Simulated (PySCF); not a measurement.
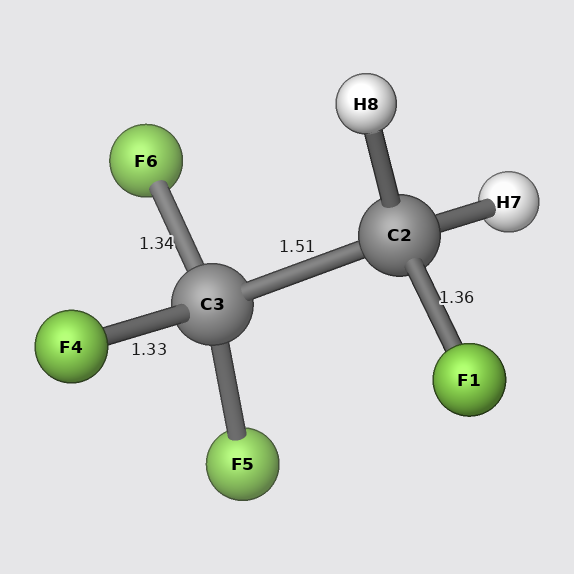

Bond lengths are marked in Å; every bond is drawn as one stick. The computed structure is the end point of a PBE0-D3(BJ)/def2-TZVP optimisation. No frequency run is at hand to confirm it as a minimum.

> Assign a bond order to each marked bond.

F1–C2 single; C2–C3 single; C3–F4 single; C3–F6 single.

> Give the structure as SMILES.

FCC(F)(F)F
